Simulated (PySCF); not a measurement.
**S₂F: structure of the doublet**

Where does doublet S₂F go from a linear start, is the end point a minimum, and what are its modes, charges and moments?

Program: PySCF 2.14.0. Level of theory: PBE0, basis S def2-TZVP, F def2-TZVP, no relativity, density fitting. These are calculated values, not measurements.

**1. Where the work starts**

3 atoms, charge 0, spin multiplicity 2.

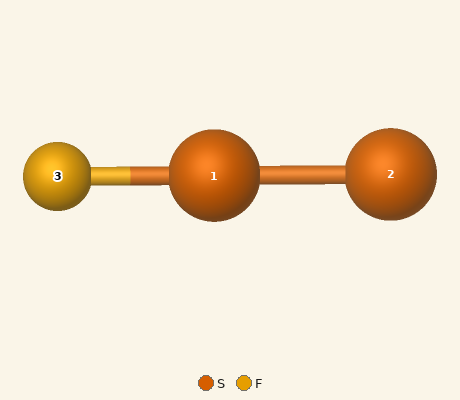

The starting geometry (sulfur orange, fluorine amber); atoms are numbered from 1 in the order of the file.

```xyz
3
charge 0 multiplicity 2
S     0.0000    0.0000    0.0000
S     0.0000    0.0000   -1.8800
F     0.0000    0.0000    1.6700
```

**2. The SCF at the typed geometry**

The steps below are one call of a driver around PySCF. For each, scf.py gives the equivalent set-up of the SCF; relaxations use the driver's own optimiser. After this first run the driver tries any further starts and a stability analysis.

The input, scf.py:

```python
from pyscf import gto, scf, dft
mol = gto.M(atom='''
S      0.000000     0.000000     0.000000
S      0.000000     0.000000    -1.880000
F      0.000000     0.000000     1.670000''',
    basis={'S': 'def2-TZVP', 'F': 'def2-TZVP'},
    charge=0, spin=1)
mf = dft.UKS(mol, xc='PBE0')
mf.grids.atom_grid = (50, 194)
aux = {'S': 'def2-universal-JKFIT', 'F': 'def2-universal-JKFIT'}
mf = mf.density_fit(auxbasis=aux)
mf.conv_tol = 1e-08
mf.diis_space = 10
mf.max_cycle = 60
mf.init_guess = 'minao'
mf.verbose = 4
mf.kernel()
```

Run with:

```sh
$ OMP_NUM_THREADS=4 python axn.py task.json out
```

The log of the run:

```text
init E= -896.220586106318
[... the frontier-level lines of each cycle are left out ...]
cycle= 1 E= -895.745372269969  delta_E= 0.475  |g|= 0.432  |ddm|= 1.63
cycle= 2 E= -894.778976642162  delta_E= 0.966  |g|= 1.64  |ddm|= 0.99
cycle= 3 E= -895.80082272255  delta_E= -1.02  |g|= 0.136  |ddm|= 0.872
cycle= 4 E= -895.79225988595  delta_E= 0.00856  |g|= 0.184  |ddm|= 0.281
cycle= 5 E= -895.812485708977  delta_E= -0.0202  |g|= 0.0238  |ddm|= 0.162
cycle= 6 E= -895.812755317781  delta_E= -0.00027  |g|= 0.00639  |ddm|= 0.021
cycle= 7 E= -895.812782097652  delta_E= -2.68e-05  |g|= 0.00159  |ddm|= 0.00674
cycle= 8 E= -895.812783890141  delta_E= -1.79e-06  |g|= 0.00048  |ddm|= 0.00171
cycle= 9 E= -895.812784247195  delta_E= -3.57e-07  |g|= 0.000169  |ddm|= 0.000886
cycle= 10 E= -895.812784418826  delta_E= -1.72e-07  |g|= 0.000117  |ddm|= 0.000677
cycle= 11 E= -895.812784548948  delta_E= -1.3e-07  |g|= 6.94e-05  |ddm|= 0.000768
cycle= 12 E= -895.812784612465  delta_E= -6.35e-08  |g|= 3.94e-05  |ddm|= 0.000683
cycle= 13 E= -895.8127846296  delta_E= -1.71e-08  |g|= 1.08e-05  |ddm|= 0.000468
cycle= 14 E= -895.812784630399  delta_E= -7.99e-10  |g|= 4.37e-06  |ddm|= 9.34e-05
Extra cycle  E= -895.812784630416  delta_E= -1.73e-11  |g|= 6.32e-06  |ddm|= 1.24e-05
converged SCF energy = -895.812784630416  <S^2> = 0.75621567  2S+1 = 2.006206
```

This step, with its further starts and checks, took 8.6 s on 4 threads of Arm Neoverse V1, shared host.

The first run landed in a state that is too high. Following the other starts and the instabilities gains 1.6 kJ/mol (-895.81340 Eh), and the work goes on from there.

**3. Relaxing the doublet from the linear start**

The program finds C∞v symmetry in the start, which this walk keeps. The walk stops when the largest gradient is under 0.0003 Eh/bohr and the energy has settled too.

scf.py: that of step 2 with these lines changed.

```diff
@@ -3,3 +3,3 @@
-S      0.000000     0.000000     0.000000
-S      0.000000     0.000000    -1.880000
-F      0.000000     0.000000     1.670000''',
+S      0.000000     0.000000     0.342167
+S      0.000000     0.000000    -1.537833
+F      0.000000     0.000000     2.012167''',
@@ -15 +14,0 @@
-mf.init_guess = 'minao'
```

Steps of the walk:

```tsv
step	energy (Eh)	change (kJ/mol)	largest symmetric gradient (Eh/bohr)
0	-895.813404	0.00	0.04160
1	-895.818555	-13.52	0.01696
2	-895.819041	-14.80	0.00767
3	-895.819166	-15.13	0.00070
4	-895.819167	-15.13	0.00008
```

The walk took 6.4 s.

Positions (Å) and forces (eV/Å) along the way, with the part that breaks the symmetry left in:

```
step 0
S    0.000   0.000   0.342  -0.038  -0.162  -0.667
S    0.000   0.000  -1.538   0.018   0.076  -1.473
F    0.000   0.000   2.012   0.020   0.086   2.139
step 1
S    0.000   0.000   0.328  -0.021  -0.091  -0.872
S    0.000   0.000  -1.605   0.010   0.043   0.484
F    0.000   0.000   2.094   0.011   0.048   0.388
step 2
S    0.000   0.000   0.314  -0.017  -0.073  -0.394
S    0.000   0.000  -1.602   0.008   0.035   0.213
F    0.000   0.000   2.105   0.009   0.038   0.181
step 3
S    0.000   0.000   0.302  -0.014  -0.058   0.018
S    0.000   0.000  -1.600   0.007   0.028  -0.036
F    0.000   0.000   2.115   0.007   0.030   0.018
step 4
S    0.000   0.000   0.302  -0.014  -0.058  -0.001
S    0.000   0.000  -1.601   0.007   0.028  -0.004
F    0.000   0.000   2.116   0.007   0.030   0.004
```

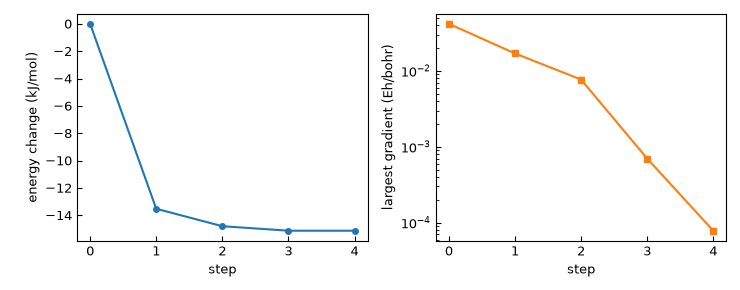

How energy and gradient fall.

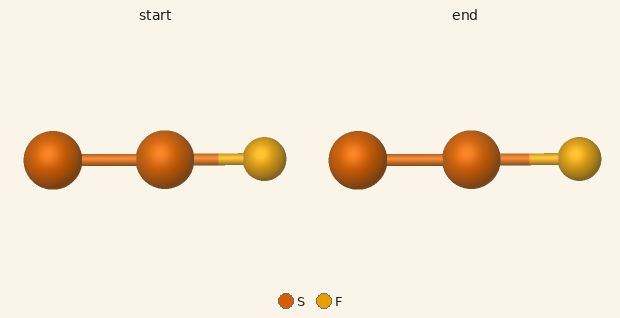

Start and end of the relaxation.

After 4 steps and 15.1 kJ/mol it ends at C∞v: S–F 1.814 Å, S–S 1.903 Å; F–S–S 180.0°. A gradient of 0.0011 Eh/bohr that breaks the symmetry is left: this electronic state wants a lower symmetry.

**4. Relaxing without the symmetry constraint**

The geometry is nudged along the force that breaks the symmetry.

The program finds C∞v symmetry in the start, which may break. The walk stops when the largest gradient is under 0.0003 Eh/bohr and the energy has settled too.

scf.py: that of step 3 with these lines changed.

```diff
@@ -3,3 +3,3 @@
-S      0.000000     0.000000     0.342167
-S      0.000000     0.000000    -1.537833
-F      0.000000     0.000000     2.012167''',
+S      0.000003     0.000014     0.318003
+S     -0.000016    -0.000069    -1.585299
+F      0.000022     0.000092     2.132709''',
```

The optimiser's trace:

```tsv
step	energy (Eh)	change (kJ/mol)	largest gradient (Eh/bohr)
0	-895.819167	0.00	0.00112
1	-895.819257	-0.23	0.00476
2	-895.820779	-4.23	0.01870
3	-895.835423	-42.68	0.03844
4	-895.860062	-107.37	0.05410
5	-895.885258	-173.52	0.05051
6	-895.903944	-222.58	0.02275
7	-895.904499	-224.04	0.00995
8	-895.904923	-225.15	0.00147
9	-895.904928	-225.16	0.00015
10	-895.904928	-225.16	0.00002
```

The walk took 15 s.

Geometry (Å) and forces (eV/Å) at some steps:

```
step 0
S    0.000   0.000   0.318  -0.014  -0.058  -0.003
S    0.000   0.000  -1.585   0.007   0.028   0.004
F    0.000   0.000   2.133   0.007   0.030  -0.001
step 1
S   -0.002  -0.010   0.318  -0.058  -0.245   0.010
S    0.001   0.005  -1.585   0.028   0.120   0.001
F    0.001   0.005   2.133   0.029   0.125  -0.011
step 5
S   -0.147  -0.623   0.344   0.408   1.804   0.151
S    0.073   0.307  -1.371  -0.190  -0.808   2.447
F    0.074   0.315   1.892  -0.218  -0.996  -2.598
step 10
S   -0.155  -0.659   0.389  -0.009   0.001  -0.002
S    0.080   0.339  -1.190   0.004   0.005   0.000
F    0.075   0.320   1.667   0.005  -0.006   0.002
```

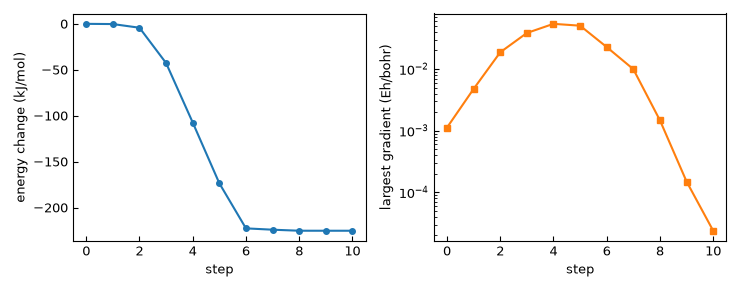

Energy and largest gradient along the walk.

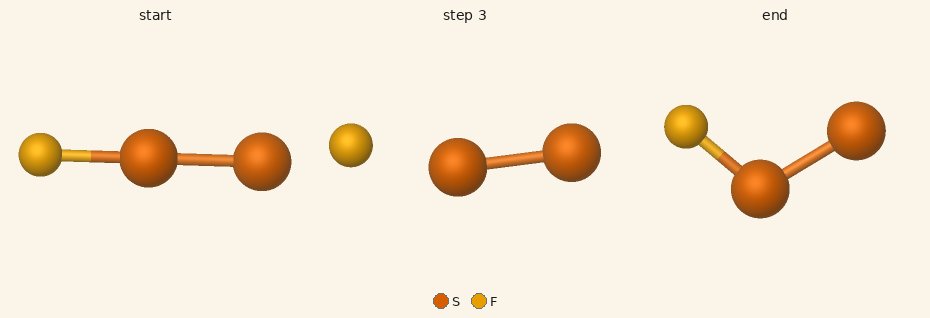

Start and end of the relaxation, with a step between.

After 10 steps and 225.2 kJ/mol it ends at Cs: S–F 1.626 Å, S–S 1.883 Å; F–S–S 108.8°.

**5. Vibrations and properties at this point**

The point is checked on the finer grid, and tightened if its gradient asks for it. The Hessian and the dipole derivatives come from central differences of analytic gradients, with steps of 0.02 bohr.

scf.py: that of step 4 with these lines changed.

```diff
@@ -3,3 +3,3 @@
-S      0.000003     0.000014     0.318003
-S     -0.000016    -0.000069    -1.585299
-F      0.000022     0.000092     2.132709''',
+S     -0.143693    -0.609147     0.316402
+S      0.091764     0.389010    -1.262803
+F      0.087347     0.370281     1.593072''',
@@ -9 +9 @@
-mf.grids.atom_grid = (50, 194)
+mf.grids.atom_grid = (75, 302)
@@ -12 +12 @@
-mf.conv_tol = 1e-08
+mf.conv_tol = 1e-10
```

This SCF starts from the last density.

Log of the central SCF (cycles and frontier levels):

```text
init E= -895.904913169837
[... the frontier-level lines of each cycle are left out ...]
cycle= 1 E= -895.904913169824  delta_E= 1.36e-11  |g|= 6.34e-06  |ddm|= 8.01e-06
Extra cycle  E= -895.904913169743  delta_E= 8.07e-11  |g|= 1.29e-05  |ddm|= 1.66e-05
converged SCF energy = -895.904913169743  <S^2> = 0.75649183  2S+1 = 2.0064813
```

The whole step took 29 s.

Geometry: Cs; S–F 1.626 Å, S–S 1.883 Å; F–S–S 108.8°.

Modes, for the most abundant isotopes:

```json
{"symmetry": "a'", "ω (cm⁻¹)": "300", "IR (km/mol)": "5.0"}
{"symmetry": "a'", "ω (cm⁻¹)": "712", "IR (km/mol)": "14.0"}
{"symmetry": "a'", "ω (cm⁻¹)": "735", "IR (km/mol)": "191"}
```

No imaginary mode, so this is a minimum.

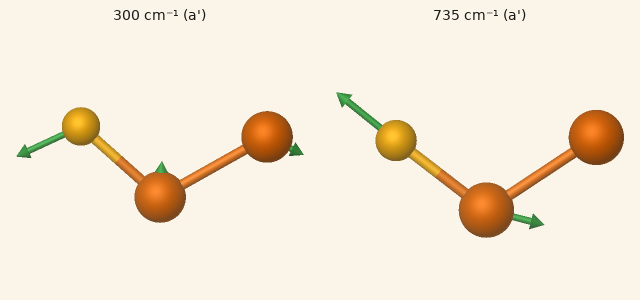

Displacements of 2 of the modes, as arrows (one member where a mode is degenerate).

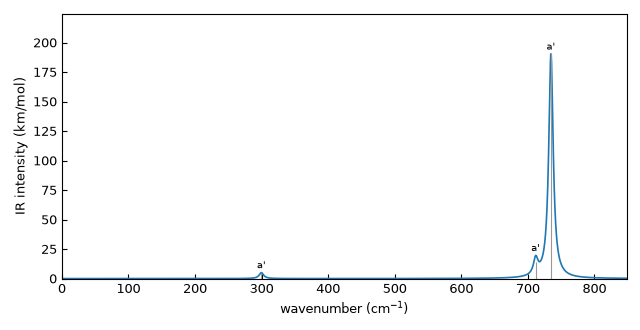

The harmonic infrared spectrum (widths in cm⁻¹). Lines are broadened to a width of 8 cm⁻¹ (Lorentzian).

Properties at this point:

- Dipole moment: 0.93 D
- Highest occupied level: -6.98 eV
- Lowest empty level: -3.72 eV
- Rotational constants: 0.8899, 0.1623, 0.1373 cm⁻¹
- Zero-point energy: 10.4 kJ/mol
- Principal polarisabilities: 22.0, 27.8, 54.9 bohr³
- Atomisation energy without zero-point energy: 738 kJ/mol
- Principal traceless quadrupole moments about the centre of mass: -2.37, 0.20, 2.17 D Å
- Entropy at 298.15 K and 1 bar (electronic part: spin only): 278.0 J/(mol K)
- Heat capacity Cp at 298.15 K: 46.8 J/(mol K)
- Enthalpy at 298.15 K above 0 K: 11.56 kJ/mol
- Rotational symmetry number: 1
- Spin squared ⟨S²⟩: 0.756

Charges (e) and bond orders:

```csv
atom,Mulliken,Löwdin,polar tensor,spin (Mulliken),Mayer order to S1
S1,0.30,0.21,0.74,0.41,–
S2,-0.08,-0.03,-0.16,0.56,1.98
F3,-0.22,-0.18,-0.58,0.03,0.91
```

Mulliken populations on S1: s 5.87, p 9.46, d 0.34, f 0.04.

**6. Summary of results**

```
                                          quantity                                   value
                                           minimum                             doublet, Cs
                                          geometry  S–F 1.626 Å, S–S 1.883 Å; F–S–S 108.8°
                                wavenumbers (cm⁻¹)            300 (a'), 712 (a'), 735 (a')
                                     dipole moment                                  0.93 D
highest occupied, lowest empty level (either spin)                         -6.98, -3.72 eV
                         polar-tensor charge of S1                                 +0.74 e
                                 zero-point energy                             10.4 kJ/mol
                               entropy at 298.15 K                         278.0 J/(mol K)
         atomisation energy (no zero-point energy)                              738 kJ/mol
                                              ⟨S²⟩                                   0.756
```

**Reading.** From C∞v at the start the molecule goes to a Cs minimum. In the infrared the band at 735 cm⁻¹ (a', stretch) leads. The first SCF alone would have been 2 kJ/mol too high. Other starts or spin states, not run here, may lie lower.

The search up to here took 60 s on 4 threads of Arm Neoverse V1, shared host.
